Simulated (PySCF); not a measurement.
## AlNH3: geometry relaxation

AlNH3, multiplicity 2, SMILES [NH2][AlH], computed with PBE0/def2-TZVP, UKS, dispersion D4 (PySCF 2.14.0).

The atoms were displaced at random from an optimised geometry. Figures and captions count atoms from 1; the log counts them from 0 in places.

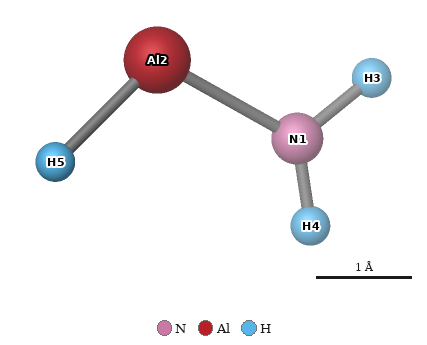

Figure 1. The input geometry (ball-and-stick view, seen at a tilt; atoms are numbered from 1 in the order of the input). Sticks mark near contacts.

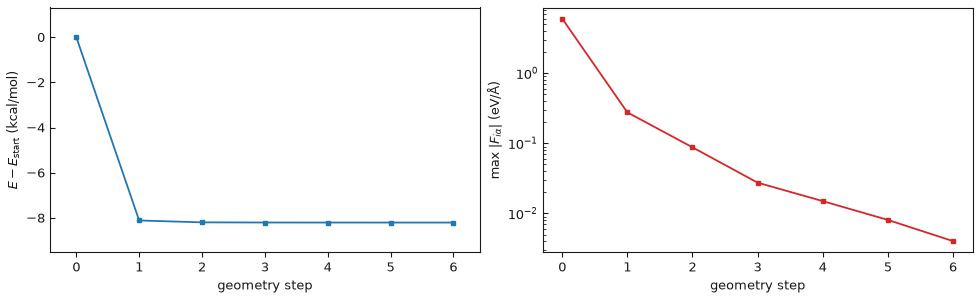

Figure 2. Progress of the relaxation, step by step (steps are counted from 0).

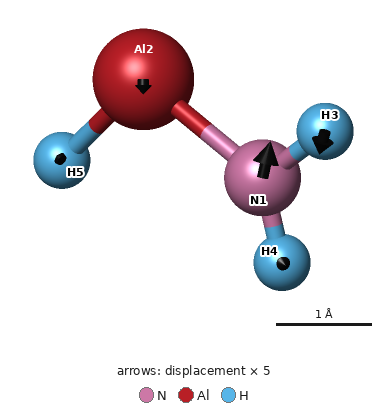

Figure 3. The starting structure with the displacements as black arrows, magnified 5 times (ball-and-stick view, seen at a tilt). The two geometries are laid on each other by the best rigid fit. The energy falls by 8.21 kcal/mol in 6 geometry steps. The largest force component goes from 6 to 0.004 eV/Å. N1 moves most after the best rigid fit: 0.079 Å. By element the largest moves are N 0.079 Å, H 0.054 Å, Al 0.032 Å. Among the contacts that change: N1–H3 1.095 → 1.007 Å, N1–H4 0.933 → 1.009 Å, N1–Al2 1.819 → 1.774 Å, Al2–H5 1.611 → 1.604 Å. Among the angles that change: Al2–N1–H3 117.2° → 125.4°, H3–N1–H4 115.2° → 110.2°, N1–Al2–H5 111.2° → 115.8°. (Atoms are counted from 1 in the order of the input.)

The input that produced these results follows, with the program's output.

Input file (job.py):
```python
from pyscf import gto, dft
from pyscf.geomopt.geometric_solver import kernel as optimise

system = gto.M(
    atom='start.xyz',
    verbose=3,
    basis='def2-tzvp',
    spin=1,
    max_memory=1860,
)

mf = dft.UKS(system, xc='pbe0')
mf = mf.density_fit(auxbasis='def2-universal-jkfit')
mf.disp = 'd4'
mf.max_cycle = 100
mf.grids.level = 4
mf.conv_tol = 1e-09
converged, mol_eq = optimise(mf, maxsteps=100)
print('converged:', converged)
print(mol_eq.tostring())

mf.reset(mol_eq)
system = mol_eq
mf.kernel()
e_final = mf.e_tot
print('E(%s) = %.9f' % ('PBE0', e_final))
```

File start.xyz:
```
5
AlH3N
N     -0.191194    -0.641958     0.155495
Al     0.890538     0.818253     0.076288
H      0.198101    -1.524819     0.672360
H     -1.016885    -0.758135    -0.263872
H      0.194455     2.015207    -0.748099
```

Run as:
```bash
OMP_NUM_THREADS=1 python job.py
```

Log:
```
#|     Arguments passed to driver run_optimizer():      |#
customengine              <pyscf.geomopt.geometric_solver.PySCFEngine object>
maxiter                   100
----------------------------------------------------------
Custom engine selected.
Bonds will be generated from interatomic distances less than 1.20 times sum of covalent radii
15 internal coordinates being used (instead of 15 Cartesians)
Internal coordinate system (atoms numbered from 1):
Distance 1-2
Distance 1-3
Distance 1-4
Distance 2-5
Angle 2-1-4
Angle 3-1-4
Angle 1-2-5
Out-of-Plane 1-2-3-4
Dihedral 3-1-2-5
Dihedral 4-1-2-5
Translation-X 1-5
Translation-Y 1-5
Translation-Z 1-5
Rotation-A 1-5
Rotation-B 1-5
Rotation-C 1-5
<class 'geometric.internal.Distance'> : 4
<class 'geometric.internal.Angle'> : 3
<class 'geometric.internal.OutOfPlane'> : 1
<class 'geometric.internal.Dihedral'> : 2
<class 'geometric.internal.TranslationX'> : 1
<class 'geometric.internal.TranslationY'> : 1
<class 'geometric.internal.TranslationZ'> : 1
<class 'geometric.internal.RotationA'> : 1
<class 'geometric.internal.RotationB'> : 1
<class 'geometric.internal.RotationC'> : 1
> ===== Optimization Info: ====
> Job type: Energy minimization
> Maximum number of optimization cycles: 100
> Initial / maximum trust radius (Angstrom): 0.100 / 0.300
> Convergence Criteria:
> Will converge when all 5 criteria are reached:
>  |Delta-E| < 1.00e-06
>  RMS-Grad  < 3.00e-04
>  Max-Grad  < 4.50e-04
>  RMS-Disp  < 1.20e-03
>  Max-Disp  < 1.80e-03
> === End Optimization Info ===

Geometry optimization cycle 1
Cartesian coordinates (Angstrom)
 Atom        New coordinates             dX        dY        dZ
   N  -0.191194  -0.641958   0.155495    0.000000  0.000000  0.000000
  Al   0.890538   0.818253   0.076288    0.000000  0.000000  0.000000
   H   0.198101  -1.524819   0.672360    0.000000  0.000000  0.000000
   H  -1.016885  -0.758135  -0.263872    0.000000  0.000000  0.000000
   H   0.194455   2.015207  -0.748099    0.000000  0.000000  0.000000

WARN: Mole.unit (angstrom) is changed to Bohr

WARN: HOMO -0.157202660321335 >= LUMO -0.157202660321328

converged SCF energy = -298.806352352757  <S^2> = 0.7531978  2S+1 = 2.0031953
--------------- DFUKS_Scanner gradients ---------------
         x                y                z
0 N    -0.1166236244     0.0176640614    -0.0676044902
1 Al     0.0170170753     0.0121244578     0.0028118146
2 H     0.0285216020    -0.0445274799     0.0303810673
3 H     0.0742800923     0.0156105901     0.0355109792
4 H    -0.0031929450    -0.0008751663    -0.0010873030
----------------------------------------------
cycle 1: E = -298.806352353  dE = -298.806  norm(grad) = 0.172283
Step    0 : Gradient = 7.705e-02/1.360e-01 (rms/max) Energy = -298.8063523528
Hessian Eigenvalues: 2.30000e-02 2.95301e-02 5.00000e-02 ... 2.46778e-01 3.42853e-01 6.16195e-01

Geometry optimization cycle 2
Cartesian coordinates (Angstrom)
 Atom        New coordinates             dX        dY        dZ
   N  -0.116568  -0.655624   0.181651    0.074626 -0.013666  0.026156
  Al   0.874609   0.820991   0.066999   -0.015929  0.002738 -0.009289
   H   0.137805  -1.506327   0.644580   -0.060296  0.018492 -0.027780
   H  -1.015017  -0.775790  -0.252756    0.001868 -0.017655  0.011116
   H   0.194069   2.025485  -0.748941   -0.000386  0.010278 -0.000842
converged SCF energy = -298.819284427132  <S^2> = 0.7529079  2S+1 = 2.0029058
--------------- DFUKS_Scanner gradients ---------------
         x                y                z
0 N    -0.0030102358    -0.0053719760     0.0012362391
1 Al     0.0033588521     0.0030034894     0.0000453283
2 H    -0.0032114521     0.0038736902    -0.0032435617
3 H     0.0035478838    -0.0015899269     0.0021512093
4 H    -0.0006885247     0.0000907016    -0.0001913059
----------------------------------------------
cycle 2: E = -298.819284427  dE = -0.0129321  norm(grad) = 0.0107636
Step    1 : Displace = 4.916e-02/8.033e-02 (rms/max) Trust = 1.000e-01 (=) Grad = 4.814e-03/6.281e-03 (rms/max) E (change) = -298.8192844271 (-1.293e-02) Quality = 0.990
Hessian Eigenvalues: 2.29965e-02 2.94991e-02 5.00000e-02 ... 2.40975e-01 3.68015e-01 5.88378e-01

Geometry optimization cycle 3
Cartesian coordinates (Angstrom)
 Atom        New coordinates             dX        dY        dZ
   N  -0.120689  -0.655681   0.177194   -0.004121 -0.000057 -0.004457
  Al   0.864143   0.814885   0.068974   -0.010466 -0.006106  0.001975
   H   0.154451  -1.503678   0.649330    0.016646  0.002650  0.004750
   H  -1.024935  -0.773200  -0.255384   -0.009918  0.002590 -0.002628
   H   0.202108   2.026099  -0.748480    0.008039  0.000614  0.000461
converged SCF energy = -298.819417695834  <S^2> = 0.7528628  2S+1 = 2.0028608
--------------- DFUKS_Scanner gradients ---------------
         x                y                z
0 N    -0.0008423975     0.0017054993    -0.0005775095
1 Al     0.0004883919    -0.0003407842     0.0001280653
2 H     0.0007306950    -0.0011017017     0.0007030960
3 H    -0.0001129239    -0.0000971404    -0.0002859005
4 H    -0.0002663988    -0.0001600998     0.0000301718
----------------------------------------------
cycle 3: E = -298.819417696  dE = -0.000133269  norm(grad) = 0.00260123
Step    2 : Displace = 1.159e-02/1.754e-02 (rms/max) Trust = 1.414e-01 (+) Grad = 1.163e-03/1.988e-03 (rms/max) E (change) = -298.8194176958 (-1.333e-04) Quality = 0.903
Hessian Eigenvalues: 2.26285e-02 2.89407e-02 4.99996e-02 ... 2.43732e-01 4.26377e-01 5.91020e-01

Geometry optimization cycle 4
Cartesian coordinates (Angstrom)
 Atom        New coordinates             dX        dY        dZ
   N  -0.118259  -0.658141   0.176590    0.002430 -0.002460 -0.000604
  Al   0.860955   0.816312   0.069346   -0.003188  0.001427  0.000372
   H   0.152795  -1.505669   0.648730   -0.001656 -0.001991 -0.000601
   H  -1.024355  -0.773317  -0.252780    0.000581 -0.000118  0.002605
   H   0.204081   2.028942  -0.750144    0.001973  0.002842 -0.001664
converged SCF energy = -298.819428468925  <S^2> = 0.75285102  2S+1 = 2.002849
--------------- DFUKS_Scanner gradients ---------------
         x                y                z
0 N     0.0000011898     0.0005341438     0.0001741365
1 Al     0.0000520834    -0.0002022905    -0.0000594891
2 H     0.0000560726    -0.0001826393     0.0000122299
3 H    -0.0000495517    -0.0001292592    -0.0001611857
4 H    -0.0000633868    -0.0000147076     0.0000311811
----------------------------------------------
cycle 4: E = -298.819428469  dE = -1.07731e-05  norm(grad) = 0.000670678
Step    3 : Displace = 3.273e-03/3.897e-03 (rms/max) Trust = 2.000e-01 (+) Grad = 2.999e-04/5.618e-04 (rms/max) E (change) = -298.8194284689 (-1.077e-05) Quality = 1.245
Hessian Eigenvalues: 1.85991e-02 2.56600e-02 4.99957e-02 ... 2.39684e-01 4.33227e-01 5.87652e-01

Geometry optimization cycle 5
Cartesian coordinates (Angstrom)
 Atom        New coordinates             dX        dY        dZ
   N  -0.117070  -0.659895   0.174775    0.001188 -0.001755 -0.001815
  Al   0.859233   0.817125   0.070483   -0.001722  0.000813  0.001137
   H   0.152975  -1.506235   0.648789    0.000180 -0.000567  0.000059
   H  -1.025070  -0.773203  -0.250921   -0.000716  0.000114  0.001858
   H   0.205423   2.029924  -0.751148    0.001342  0.000982 -0.001004
converged SCF energy = -298.819430806825  <S^2> = 0.75284747  2S+1 = 2.0028454
--------------- DFUKS_Scanner gradients ---------------
         x                y                z
0 N     0.0000847623    -0.0000423492     0.0002914065
1 Al    -0.0000375639    -0.0000272023    -0.0000915548
2 H    -0.0000443873     0.0000842252    -0.0001222714
3 H    -0.0000263750    -0.0000371138    -0.0001011189
4 H     0.0000198947     0.0000272973     0.0000198385
----------------------------------------------
cycle 5: E = -298.819430807  dE = -2.3379e-06  norm(grad) = 0.000377195
Step    4 : Displace = 2.036e-03/2.745e-03 (rms/max) Trust = 2.828e-01 (+) Grad = 1.687e-04/3.064e-04 (rms/max) E (change) = -298.8194308068 (-2.338e-06) Quality = 1.324
Hessian Eigenvalues: 1.04242e-02 2.44530e-02 4.99876e-02 ... 2.43467e-01 4.77705e-01 5.84906e-01

Geometry optimization cycle 6
Cartesian coordinates (Angstrom)
 Atom        New coordinates             dX        dY        dZ
   N  -0.116007  -0.660970   0.172779    0.001063 -0.001075 -0.001996
  Al   0.858597   0.817534   0.071628   -0.000636  0.000409  0.001145
   H   0.153119  -1.506326   0.649118    0.000144 -0.000091  0.000329
   H  -1.025660  -0.772794  -0.249549   -0.000590  0.000409  0.001372
   H   0.205811   2.029757  -0.751639    0.000388 -0.000167 -0.000490
converged SCF energy = -298.819431712698  <S^2> = 0.75284732  2S+1 = 2.0028453
--------------- DFUKS_Scanner gradients ---------------
         x                y                z
0 N     0.0000170857    -0.0001538984     0.0001571685
1 Al    -0.0000467576     0.0000383002    -0.0000576246
2 H    -0.0000246513     0.0000762787    -0.0000781777
3 H     0.0000149334     0.0000202729    -0.0000318431
4 H     0.0000359800     0.0000236733     0.0000064352
----------------------------------------------
cycle 6: E = -298.819431713  dE = -9.05873e-07  norm(grad) = 0.000267833
Step    5 : Displace = 1.480e-03/2.488e-03 (rms/max) Trust = 3.000e-01 (+) Grad = 1.198e-04/2.206e-04 (rms/max) E (change) = -298.8194317127 (-9.059e-07) Quality = 1.302
Hessian Eigenvalues: 7.87658e-03 2.39574e-02 4.99794e-02 ... 2.47701e-01 4.58216e-01 5.87729e-01

Geometry optimization cycle 7
Cartesian coordinates (Angstrom)
 Atom        New coordinates             dX        dY        dZ
   N  -0.115384  -0.661324   0.171633    0.000623 -0.000354 -0.001147
  Al   0.858780   0.817532   0.072193    0.000183 -0.000002  0.000565
   H   0.153104  -1.506131   0.649485   -0.000015  0.000195  0.000367
   H  -1.025871  -0.772542  -0.248982   -0.000211  0.000252  0.000567
   H   0.205577   2.029186  -0.751603   -0.000234 -0.000570  0.000036
converged SCF energy = -298.819431946713  <S^2> = 0.75284855  2S+1 = 2.0028465
--------------- DFUKS_Scanner gradients ---------------
         x                y                z
0 N    -0.0000192789    -0.0000783890     0.0000318925
1 Al    -0.0000187490     0.0000212152    -0.0000126521
2 H    -0.0000010534     0.0000320056    -0.0000238481
3 H     0.0000212830     0.0000231227     0.0000019839
4 H     0.0000146468     0.0000066061    -0.0000015022
----------------------------------------------
cycle 7: E = -298.819431947  dE = -2.34014e-07  norm(grad) = 0.000106497
Step    6 : Displace = 7.801e-04/1.368e-03 (rms/max) Trust = 3.000e-01 (=) Grad = 4.763e-05/8.680e-05 (rms/max) E (change) = -298.8194319467 (-2.340e-07) Quality = 1.194
Hessian Eigenvalues: 7.87658e-03 2.39574e-02 4.99794e-02 ... 2.47701e-01 4.58216e-01 5.87729e-01
Converged! =D

converged: True
N          -0.11538391       -0.66132426        0.17163259
Al          0.85878004        0.81753202        0.07219284
H           0.15310430       -1.50613053        0.64948545
H          -1.02587142       -0.77254204       -0.24898219
H           0.20557726        2.02918642       -0.75160277

WARN: HOMO -0.151759942081316 >= LUMO -0.15175994208132

converged SCF energy = -298.819431946713  <S^2> = 0.75284869  2S+1 = 2.0028467
E(PBE0) = -298.819431947
```

Trajectory as extended XYZ (Å, eV, eV/Å), 7 frames, from step=0 to step=6:
```
5
Properties=species:S:1:pos:R:3:forces:R:3 step=0 energy=-8130.93507
N    -0.1912   -0.6420    0.1555    5.9970  -0.9083   3.4764
Al    0.8905    0.8183    0.0763   -0.8751  -0.6235  -0.1446
H     0.1981   -1.5248    0.6724   -1.4666   2.2897  -1.5623
H    -1.0169   -0.7581   -0.2639   -3.8196  -0.8027  -1.8260
H     0.1945    2.0152   -0.7481    0.1642   0.0450   0.0559
5
Properties=species:S:1:pos:R:3:forces:R:3 step=1 energy=-8131.28697
N    -0.1166   -0.6556    0.1817    0.1548   0.2762  -0.0636
Al    0.8746    0.8210    0.0670   -0.1727  -0.1544  -0.0023
H     0.1378   -1.5063    0.6446    0.1651  -0.1992   0.1668
H    -1.0150   -0.7758   -0.2528   -0.1824   0.0818  -0.1106
H     0.1941    2.0255   -0.7489    0.0354  -0.0047   0.0098
5
Properties=species:S:1:pos:R:3:forces:R:3 step=2 energy=-8131.29059
N    -0.1207   -0.6557    0.1772    0.0433  -0.0877   0.0297
Al    0.8641    0.8149    0.0690   -0.0251   0.0175  -0.0066
H     0.1545   -1.5037    0.6493   -0.0376   0.0567  -0.0362
H    -1.0249   -0.7732   -0.2554    0.0058   0.0050   0.0147
H     0.2021    2.0261   -0.7485    0.0137   0.0082  -0.0016
5
Properties=species:S:1:pos:R:3:forces:R:3 step=3 energy=-8131.29089
N    -0.1183   -0.6581    0.1766   -0.0001  -0.0275  -0.0090
Al    0.8610    0.8163    0.0693   -0.0027   0.0104   0.0031
H     0.1528   -1.5057    0.6487   -0.0029   0.0094  -0.0006
H    -1.0244   -0.7733   -0.2528    0.0025   0.0066   0.0083
H     0.2041    2.0289   -0.7501    0.0033   0.0008  -0.0016
5
Properties=species:S:1:pos:R:3:forces:R:3 step=4 energy=-8131.29095
N    -0.1171   -0.6599    0.1748   -0.0044   0.0022  -0.0150
Al    0.8592    0.8171    0.0705    0.0019   0.0014   0.0047
H     0.1530   -1.5062    0.6488    0.0023  -0.0043   0.0063
H    -1.0251   -0.7732   -0.2509    0.0014   0.0019   0.0052
H     0.2054    2.0299   -0.7511   -0.0010  -0.0014  -0.0010
5
Properties=species:S:1:pos:R:3:forces:R:3 step=5 energy=-8131.29097
N    -0.1160   -0.6610    0.1728   -0.0009   0.0079  -0.0081
Al    0.8586    0.8175    0.0716    0.0024  -0.0020   0.0030
H     0.1531   -1.5063    0.6491    0.0013  -0.0039   0.0040
H    -1.0257   -0.7728   -0.2495   -0.0008  -0.0010   0.0016
H     0.2058    2.0298   -0.7516   -0.0019  -0.0012  -0.0003
5
Properties=species:S:1:pos:R:3:forces:R:3 step=6 energy=-8131.29098
N    -0.1154   -0.6613    0.1716    0.0010   0.0040  -0.0016
Al    0.8588    0.8175    0.0722    0.0010  -0.0011   0.0007
H     0.1531   -1.5061    0.6495    0.0001  -0.0016   0.0012
H    -1.0259   -0.7725   -0.2490   -0.0011  -0.0012  -0.0001
H     0.2056    2.0292   -0.7516   -0.0008  -0.0003   0.0001
```

Key numbers:

- outcome: converged
- total energy: −298.819432 hartree
- dispersion energy: −0.001786 hartree
- basis functions: 86
- ⟨S²⟩: 0.753
- dipole moment: 1.21 D
- hardware: 1 thread of Arm Neoverse V1, 24 GiB of memory available, shared host
- wall time: 3.7 min
- peak memory: 0.83 GiB
